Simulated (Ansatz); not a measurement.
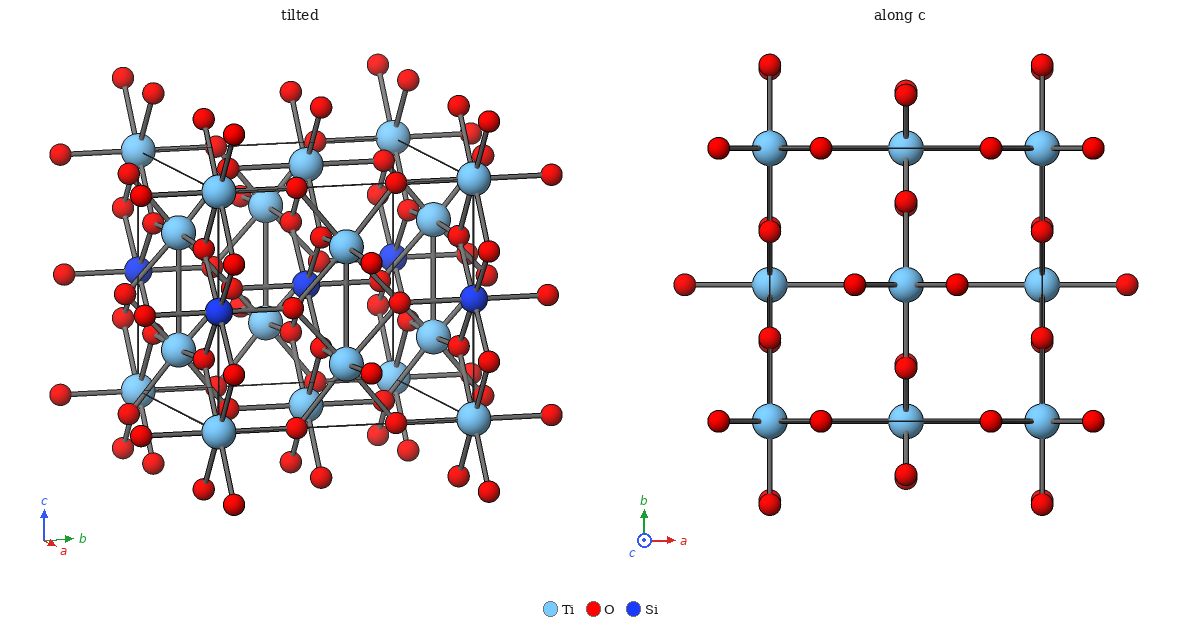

Drawn in the ball-and-stick manner and seen slightly off an axis and along the c axis. The parallelepiped is the conventional unit cell. Some atoms of the next cells are drawn as well.

Ti3SiO8, space group Cmmm (No. 65), a = 6.341 Å, b = 6.357 Å, c = 5.787 Å, α = 90.00°, β = 90.00°, γ = 90.00°. Starting structure: a structure type filled with these elements by a generator (whether the compound takes this form wasn't checked). Earlier steps of the study, as a rule a relaxation of our own, may have changed the cell and positions, so they can lie some per cent off the listed ones. An electronic-structure calculation with Ansatz was run on it.

This one geometry was computed with Ansatz (DFT, plane waves, PAW) at four levels of theory: PBE0, HSE06, PBE and r2SCAN. It was relaxed beforehand with r2SCAN.

Which level gives the highest pressure at this volume, and what does that say about its equilibrium volume?

Answer. Highest: PBE (6.1 GPa), which points to the largest equilibrium volume. Lowest, with the smallest volume: PBE0 (-2.8 GPa) and HSE06 (-2.7 GPa). Levels within 0.5 GPa of each other can't be told apart.

How does the band gap change with the level of theory?

Answer. PBE: a gap of 1.61 eV, direct; r2SCAN: a gap of 1.97 eV, direct; HSE06: a gap of 3.15 eV, direct; PBE0: a gap of 3.92 eV, direct.

Collect the results in a table.

Answer.
| level | cutoff (eV) | k-mesh of the run's cell | gap (eV) | pressure (GPa) |
| --- | --- | --- | --- | --- |
| PBE0 | 420 | 4×4×4 | 3.92 | -2.8 |
| HSE06 | 420 | 4×4×4 | 3.15 | -2.7 |
| PBE | 420 | 6×6×4 | 1.61 | 6.1 |
| r2SCAN | 500 | 6×6×4 | 1.97 | 0.0 |

Gaps are taken on the k-mesh or band path of each run.
